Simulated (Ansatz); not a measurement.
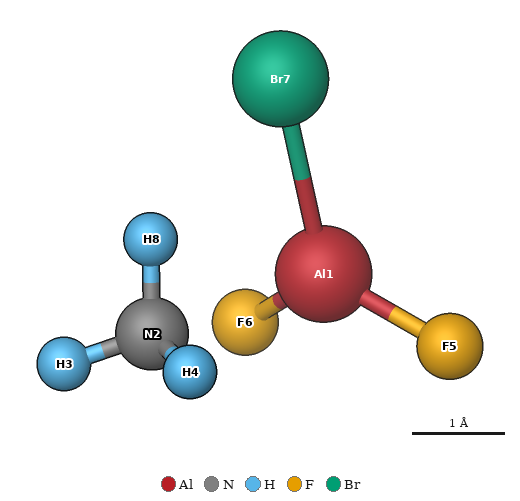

Fig. 1: The structure as given in the input (ball-and-stick view, seen at a tilt; atoms are numbered from 1 in the order of the input). Sticks mark near contacts. Bond lengths as drawn: Al–Br 2.37 Å, Al–F 1.65 Å and H–N 1.02 to 1.04 Å.

# AlNH$_{3}$BrF$_{2}$: geometry relaxation

- system: AlNH$_{3}$BrF$_{2}$
- method: RKS B3LYP-D4/def2-SVP (Ansatz 0.2.0)

It belongs to a series of runs on one base structure; here: end point B relaxed. Figures and captions count atoms from 1; the log counts them from 0 in places.

The input:
```yaml
crystal:
  periodic: [false, false, false]
  atoms:
    - { symbol: Al, position_ang: [-0.070299, 0.545449, -0.509662] }
    - { symbol: "N", position_ang: [-0.041246, 0.115, 2.547996] }
    - { symbol: H, position_ang: [-0.791574, -0.323873, 3.086246] }
    - { symbol: H, position_ang: [0.852595, -0.110963, 2.989093] }
    - { symbol: F, position_ang: [1.424377, -0.012085, -0.938058] }
    - { symbol: F, position_ang: [-1.416423, -0.282508, -0.990027] }
    - { symbol: Br, position_ang: [-0.298399, 2.742672, 0.341983] }
    - { symbol: H, position_ang: [-0.166831, 1.145008, 2.585129] }
basis:
  gaussian: { orbitals: def2-SVP }
hamiltonian:
  xc: b3lyp
  dispersion: d4
relax:
  f_tol: 0.03
  max_steps: 50
```

Launched with:
```bash
ansatz run input.yaml --threads 2 --pin off --max-ram 3072MiB --backend cpu --events-out ev --progress --plain --runs-dir out
```

Output:
```
The last accepted step is kept in [file] (removed where the run ends without a failure and the disk answers)
Engine: ansatz 0.2.0, aarch64-unknown-linux-gnu
Functional definition: B3LYP
  parameter a0 = 0.2
  parameter ax = 0.72
  parameter ac = 0.81
  exchange = (1 - a0 - ax)*slater_x + ax*b88_x + a0*exact_x
  correlation = (1 - ac)*vwn_rpa_c + ac*lyp_c
1092 factors; integrals over basis functions are off by at most 5.6e-4 eV
mean field evaluation 1: about -83598.6962 eV, gradient 6.9e1 eV
mean field evaluation 2: about -83582.3507 eV, gradient 1.1e2 eV
mean field evaluation 4: about -83607.2862 eV, gradient 3.2e0 eV
mean field evaluation 8: about -83607.3218 eV, gradient 5.9e-2 eV
mean field -83607.32180565 eV, -3072.5124052794 hartree, gradient 3.1e-5 eV, S^2 0.000000; 0 other end points of the search recorded, 0 dependent functions left out
the calculation of the forces begins
reference -83607.32207849 eV, -3072.5124153061 hartree; 38, 38 occupied and 69, 69 virtual orbitals, 1092 factors
relax step   1: F+E_penalty+E_count = -83607.57467228 eV  Δ(F+E_penalty+E_count) = +0.000e0 eV  max|allowed force component| = 1.370e0 eV/Å  Δτ_max = 0.0000 Å  (26 SCF iters, accepted)
these checks for a lower state are left out or cut short: starts, cluster_reference, orbital_swaps, neighbouring_geometries, increment
1092 factors; integrals over basis functions are off by at most 5.3e-4 eV
mean field evaluation 16: about -83607.3803 eV, gradient 9.9e0 eV
mean field -83607.61072613 eV, -3072.5230229112 hartree, gradient 2.5e-5 eV, S^2 0.000000; 0 other end points of the search recorded, 0 dependent functions left out
the calculation of the forces begins
reference -83607.61099301 eV, -3072.5230327188 hartree; 38, 38 occupied and 69, 69 virtual orbitals, 1092 factors
relax step   2: F+E_penalty+E_count = -83607.87238152 eV  Δ(F+E_penalty+E_count) = -2.977e-1 eV  max|allowed force component| = 7.727e-1 eV/Å  Δτ_max = 0.1948 Å  (28 SCF iters, accepted)
these checks for a lower state are left out or cut short: starts, cluster_reference, orbital_swaps, neighbouring_geometries, increment
1092 factors; integrals over basis functions are off by at most 5.3e-4 eV
mean field -83608.03514559 eV, -3072.5386200387 hartree, gradient 1.5e-5 eV, S^2 0.000000; 0 other end points of the search recorded, 0 dependent functions left out
the calculation of the forces begins
reference -83608.03540453 eV, -3072.5386295545 hartree; 38, 38 occupied and 69, 69 virtual orbitals, 1092 factors
relax step   3: F+E_penalty+E_count = -83608.29673877 eV  Δ(F+E_penalty+E_count) = -4.244e-1 eV  max|allowed force component| = 9.158e-1 eV/Å  Δτ_max = 0.1956 Å  (28 SCF iters, accepted)
these checks for a lower state are left out or cut short: starts, cluster_reference, orbital_swaps, neighbouring_geometries, increment
1092 factors; integrals over basis functions are off by at most 5.4e-4 eV
mean field evaluation 32: about -83608.4187 eV, gradient 1.9e-1 eV
mean field -83608.41897865 eV, -3072.5527256436 hartree, gradient 1.1e-5 eV, S^2 0.000000; 0 other end points of the search recorded, 0 dependent functions left out
the calculation of the forces begins
reference -83608.41923172 eV, -3072.5527349437 hartree; 38, 38 occupied and 69, 69 virtual orbitals, 1092 factors
relax step   4: F+E_penalty+E_count = -83608.69110239 eV  Δ(F+E_penalty+E_count) = -3.944e-1 eV  max|allowed force component| = 1.615e0 eV/Å  Δτ_max = 0.1953 Å  (28 SCF iters, accepted)
these checks for a lower state are left out or cut short: starts, cluster_reference, orbital_swaps, neighbouring_geometries, increment
1092 factors; integrals over basis functions are off by at most 5.2e-4 eV
mean field -83608.55943864 eV, -3072.5578874531 hartree, gradient 1.4e-5 eV, S^2 0.000000; 0 other end points of the search recorded, 0 dependent functions left out
the calculation of the forces begins
reference -83608.55968942 eV, -3072.5578966692 hartree; 38, 38 occupied and 69, 69 virtual orbitals, 1092 factors
relax step   5: F+E_penalty+E_count = -83608.83585563 eV  Δ(F+E_penalty+E_count) = -1.448e-1 eV  max|allowed force component| = 2.056e0 eV/Å  Δτ_max = 0.1950 Å  (28 SCF iters, accepted)
these checks for a lower state are left out or cut short: starts, cluster_reference, orbital_swaps, neighbouring_geometries, increment
1092 factors; integrals over basis functions are off by at most 4.9e-4 eV
mean field -83608.65026434 eV, -3072.5612252359 hartree, gradient 7.3e-6 eV, S^2 0.000000; 0 other end points of the search recorded, 0 dependent functions left out
the calculation of the forces begins
reference -83608.65051611 eV, -3072.5612344882 hartree; 38, 38 occupied and 69, 69 virtual orbitals, 1092 factors
relax step   6: F+E_penalty+E_count = -83608.92386618 eV  Δ(F+E_penalty+E_count) = -8.801e-2 eV  max|allowed force component| = 5.759e-1 eV/Å  Δτ_max = 0.0594 Å  (28 SCF iters, accepted)
these checks for a lower state are left out or cut short: starts, cluster_reference, orbital_swaps, neighbouring_geometries, increment
1092 factors; integrals over basis functions are off by at most 4.8e-4 eV
mean field -83608.67245844 eV, -3072.5620408540 hartree, gradient 6.7e-6 eV, S^2 0.000000; 0 other end points of the search recorded, 0 dependent functions left out
the calculation of the forces begins
reference -83608.67271063 eV, -3072.5620501220 hartree; 38, 38 occupied and 69, 69 virtual orbitals, 1092 factors
relax step   7: F+E_penalty+E_count = -83608.94416839 eV  Δ(F+E_penalty+E_count) = -2.030e-2 eV  max|allowed force component| = 1.589e-1 eV/Å  Δτ_max = 0.0943 Å  (26 SCF iters, accepted)
these checks for a lower state are left out or cut short: starts, cluster_reference, orbital_swaps, neighbouring_geometries, increment
1092 factors; integrals over basis functions are off by at most 4.8e-4 eV
mean field evaluation 64: about -83608.6747 eV, gradient 5.6e-6 eV
mean field -83608.67468703 eV, -3072.5621227531 hartree, gradient 5.6e-6 eV, S^2 0.000000; 0 other end points of the search recorded, 0 dependent functions left out
the calculation of the forces begins
reference -83608.67493894 eV, -3072.5621320108 hartree; 38, 38 occupied and 69, 69 virtual orbitals, 1092 factors
relax step   8: F+E_penalty+E_count = -83608.94778749 eV  Δ(F+E_penalty+E_count) = -3.619e-3 eV  max|allowed force component| = 6.487e-2 eV/Å  Δτ_max = 0.0383 Å  (27 SCF iters, accepted)
these checks for a lower state are left out or cut short: starts, cluster_reference, orbital_swaps, neighbouring_geometries, increment
1092 factors; integrals over basis functions are off by at most 4.7e-4 eV
mean field -83608.67558757 eV, -3072.5621558475 hartree, gradient 5.7e-6 eV, S^2 0.000000; 0 other end points of the search recorded, 0 dependent functions left out
the calculation of the forces begins
reference -83608.67583949 eV, -3072.5621651053 hartree; 38, 38 occupied and 69, 69 virtual orbitals, 1092 factors
relax step   9: F+E_penalty+E_count = -83608.94832554 eV  Δ(F+E_penalty+E_count) = -5.380e-4 eV  max|allowed force component| = 2.496e-2 eV/Å  Δτ_max = 0.0239 Å  (28 SCF iters, accepted)
```

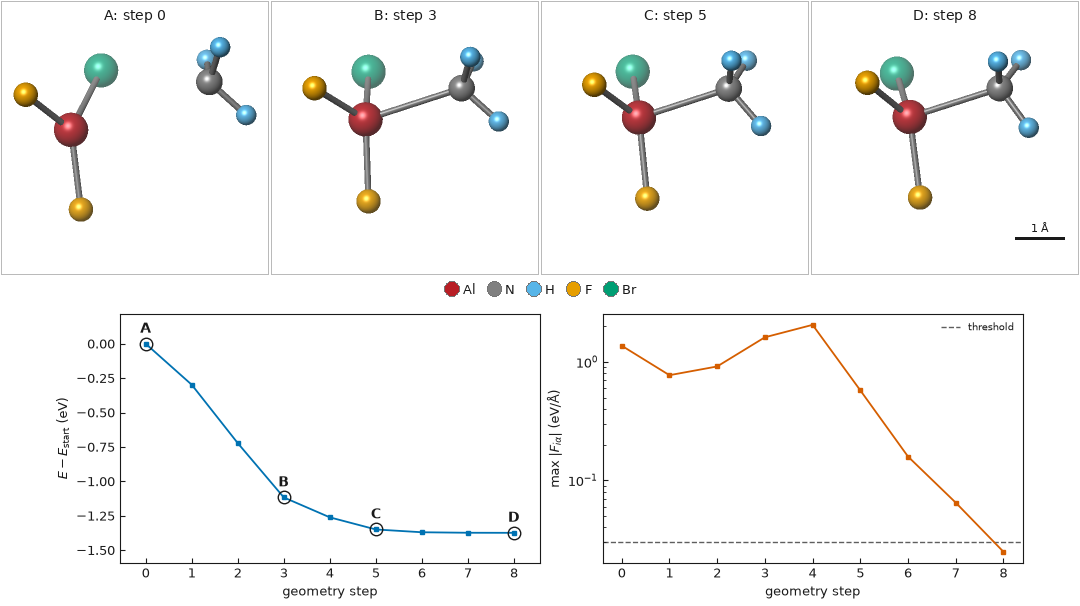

Fig. 2: Frames of the relaxation (ball-and-stick view, seen at an oblique angle) above the curves, on which the letters mark them (the first geometry is step 0 here and step 1 in the log).

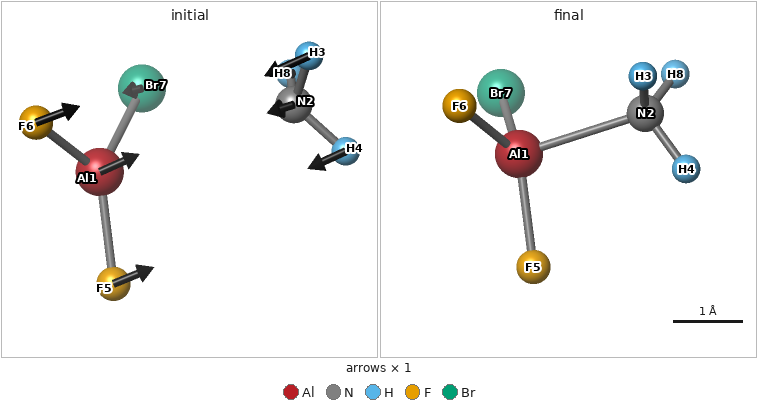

Fig. 3: Before (left) and after (right) the relaxation, at one scale (ball-and-stick view, seen at an oblique angle). The black arrows give the displacements, at true length. Over 8 geometry steps the energy falls by 1.374 eV. The largest force component goes from 1.4 to 0.025 eV/Å. The largest move after the best rigid fit is that of H3, 0.73 Å. By element the largest moves are H 0.73 Å, F 0.70 Å, Al 0.65 Å, N 0.45 Å, Br 0.33 Å. Distances before and after: Al1–N2 3.088 → 2.014 Å, Al1–Br7 2.368 → 2.278 Å, Al1–F5 1.652 → 1.673 Å, N2–H8 1.038 → 1.023 Å. New bonds form: Al1–N2 (3.09 → 2.01 Å). Among the angles that change: F5–Al1–F6 119.5° → 116.3°, F5–Al1–Br7 119.6° → 116.9°, F6–Al1–Br7 119.4° → 116.9°. (Atoms are counted from 1 in the order of the input.)

```
1092 factors; integrals over basis functions are off by at most 4.7e-4 eV
mean field -83608.67558757 eV, -3072.5621558475 hartree, gradient 5.7e-6 eV, S^2 0.000000; 1 other end points of the search recorded, 0 dependent functions left out
the calculation of the forces begins
reference -83608.67583949 eV, -3072.5621651053 hartree; 38, 38 occupied and 69, 69 virtual orbitals, 1092 factors
Total energy: -83608.94857745 eV, -3072.5721880407 hartree
Atom 0 at    -0.074780     0.604951     0.134548 Å, force     0.001757    -0.020536    -0.012688 eV/Å
Atom 1 at    -0.039798     0.226680     2.112510 Å, force    -0.001420     0.016083    -0.003058 eV/Å
Atom 2 at    -0.795963    -0.416724     2.361233 Å, force    -0.018608    -0.017640    -0.000613 eV/Å
Atom 3 at     0.847938    -0.212696     2.370305 Å, force     0.021344    -0.013765     0.001094 eV/Å
Atom 4 at     1.420018    -0.018104    -0.285796 Å, force    -0.002924     0.005813     0.000124 eV/Å
Atom 5 at    -1.406762    -0.312401    -0.293772 Å, force     0.002315     0.005732     0.000612 eV/Å
Atom 6 at    -0.309912     2.869437     0.043802 Å, force    -0.000379    -0.000652     0.007307 eV/Å
Atom 7 at    -0.148540     1.077558     2.669870 Å, force    -0.002085     0.024964     0.007223 eV/Å
Dipole moment:     0.028321    -0.300998     1.302488 e Å
```

Trajectory as extended XYZ (Å, eV, eV/Å), 9 frames, from step=1 to step=9:
```
8
Properties=species:S:1:pos:R:3:forces:R:3 step=1 energy=-83607.57467
Al   -0.0703    0.5454   -0.5097   -0.1373   1.0251   1.3699
N    -0.0412    0.1150    2.5480   -0.0550   0.6700  -0.8363
H    -0.7916   -0.3239    3.0862    0.1050   0.0535  -0.0719
H     0.8526   -0.1110    2.9891   -0.1127   0.0142  -0.0091
F     1.4244   -0.0121   -0.9381    0.0238   0.0179   0.0140
F    -1.4164   -0.2825   -0.9900   -0.0211   0.0098   0.0088
Br   -0.2984    2.7427    0.3420    0.1193  -1.0561  -0.6397
H    -0.1668    1.1450    2.5851    0.0780  -0.7343   0.1643
8
Properties=species:S:1:pos:R:3:forces:R:3 step=2 energy=-83607.87238
Al   -0.0706    0.5009   -0.3200   -0.0370   0.3071   0.5318
N    -0.0396    0.1335    2.4679   -0.0121   0.3009  -0.7727
H    -0.7828   -0.3207    3.0044   -0.0093  -0.0551  -0.1686
H     0.8419   -0.1060    2.9276    0.0169  -0.0505  -0.1184
F     1.4130    0.0261   -0.9016   -0.1204  -0.1117   0.3018
F    -1.4145   -0.2443   -0.9551    0.1324  -0.0887   0.3096
Br   -0.2906    2.6818    0.3034    0.0087  -0.0666  -0.1166
H    -0.1646    1.1474    2.5860    0.0208  -0.2354   0.0332
8
Properties=species:S:1:pos:R:3:forces:R:3 step=3 energy=-83608.29674
Al   -0.0753    0.5220   -0.1256    0.1075  -0.9158   0.4122
N    -0.0367    0.1587    2.3045   -0.0423   0.3557  -0.5802
H    -0.7743   -0.3367    2.8162   -0.0808  -0.1006  -0.3194
H     0.8334   -0.1152    2.7712    0.1157  -0.0962  -0.2867
F     1.4040    0.0059   -0.7209   -0.2897   0.0147   0.4038
F    -1.4064   -0.2649   -0.7725    0.2732   0.0704   0.4321
Br   -0.2901    2.6964    0.2952   -0.0877   0.8487   0.0260
H    -0.1625    1.1524    2.5445    0.0042  -0.1769  -0.0879
8
Properties=species:S:1:pos:R:3:forces:R:3 step=4 energy=-83608.69110
Al   -0.0780    0.5513    0.0406    0.1836  -1.6146  -0.0387
N    -0.0373    0.1852    2.1534   -0.0664   0.4582   0.4017
H    -0.7700   -0.3569    2.6324   -0.0622  -0.0412  -0.4731
H     0.8302   -0.1310    2.6076    0.0882  -0.0604  -0.4588
F     1.3998   -0.0248   -0.5349   -0.3888   0.1911   0.3936
F    -1.3980   -0.2973   -0.5801    0.3449   0.2674   0.4380
Br   -0.2923    2.7399    0.2833   -0.1197   1.1703  -0.0256
H    -0.1622    1.1522    2.5105    0.0204  -0.3708  -0.2371
8
Properties=species:S:1:pos:R:3:forces:R:3 step=5 energy=-83608.83586
Al   -0.0752    0.5737    0.1762    0.0282  -0.5661  -1.5614
N    -0.0422    0.2125    2.0632    0.0238  -0.0288   2.0564
H    -0.7762   -0.3996    2.4571    0.0597   0.1626  -0.4310
H     0.8384   -0.1726    2.4424   -0.0937   0.1062  -0.4037
F     1.4024   -0.0403   -0.3604   -0.2673   0.2110   0.2704
F    -1.3935   -0.3187   -0.3863    0.2443   0.2733   0.2933
Br   -0.3001    2.8360    0.1807   -0.0191   0.2004   0.0102
H    -0.1615    1.1277    2.5397    0.0242  -0.3585  -0.2343
8
Properties=species:S:1:pos:R:3:forces:R:3 step=6 energy=-83608.92387
Al   -0.0756    0.5850    0.1179    0.0130  -0.3400  -0.1828
N    -0.0421    0.2212    2.0920    0.0301  -0.0531   0.5759
H    -0.7809   -0.4046    2.4368   -0.0109   0.0706  -0.2324
H     0.8427   -0.1795    2.4280   -0.0157   0.0588  -0.2165
F     1.4096   -0.0497   -0.3434   -0.1510   0.1750   0.0839
F    -1.3982   -0.3324   -0.3637    0.1304   0.2137   0.0965
Br   -0.3022    2.8618    0.1635    0.0053  -0.0635  -0.0696
H    -0.1612    1.1168    2.5816   -0.0012  -0.0615  -0.0551
8
Properties=species:S:1:pos:R:3:forces:R:3 step=7 energy=-83608.94417
Al   -0.0755    0.5961    0.1282   -0.0133  -0.0101  -0.0356
N    -0.0406    0.2219    2.1171    0.0044  -0.0602   0.0370
H    -0.7876   -0.4239    2.3973    0.0270   0.0804  -0.0790
H     0.8500   -0.2022    2.3991   -0.0347   0.0562  -0.0660
F     1.4143   -0.0272   -0.3157   -0.0527   0.0525   0.0587
F    -1.4057   -0.3135   -0.3292    0.0534   0.0698   0.0653
Br   -0.3048    2.8757    0.0703    0.0147  -0.1589   0.0203
H    -0.1580    1.0918    2.6457    0.0012  -0.0298  -0.0007
8
Properties=species:S:1:pos:R:3:forces:R:3 step=8 energy=-83608.94779
Al   -0.0748    0.5975    0.1296   -0.0103   0.0649   0.0523
N    -0.0405    0.2312    2.1110    0.0035  -0.0645  -0.0248
H    -0.7927   -0.4186    2.3597    0.0143   0.0302   0.0083
H     0.8510   -0.2030    2.3685   -0.0171   0.0194   0.0107
F     1.4194   -0.0275   -0.2873    0.0035   0.0059  -0.0163
F    -1.4087   -0.3170   -0.2966    0.0004   0.0074  -0.0128
Br   -0.3061    2.8692    0.0674    0.0049  -0.0569  -0.0228
H    -0.1554    1.0869    2.6604    0.0008  -0.0063   0.0054
8
Properties=species:S:1:pos:R:3:forces:R:3 step=9 energy=-83608.94833
Al   -0.0748    0.6050    0.1345    0.0018  -0.0205  -0.0127
N    -0.0398    0.2267    2.1125   -0.0014   0.0161  -0.0031
H    -0.7960   -0.4167    2.3612   -0.0186  -0.0176  -0.0006
H     0.8479   -0.2127    2.3703    0.0213  -0.0138   0.0011
F     1.4200   -0.0181   -0.2858   -0.0029   0.0058   0.0001
F    -1.4068   -0.3124   -0.2938    0.0023   0.0057   0.0006
Br   -0.3099    2.8694    0.0438   -0.0004  -0.0007   0.0073
H    -0.1485    1.0776    2.6699   -0.0021   0.0250   0.0072
```

Summary:

| quantity | value |
| --- | --- |
| outcome | converged |
| total energy | −83608.9486 eV |
| mean-field energy | −83608.6758 eV |
| largest force (length of the vector) at the end | 0.026 eV/Å |
| hardware | 2 threads of Arm Neoverse V2, 24 GiB of memory available, shared host |
| wall time | 25 s (CPU time 48 s) |
| peak memory | 0.25 GiB |
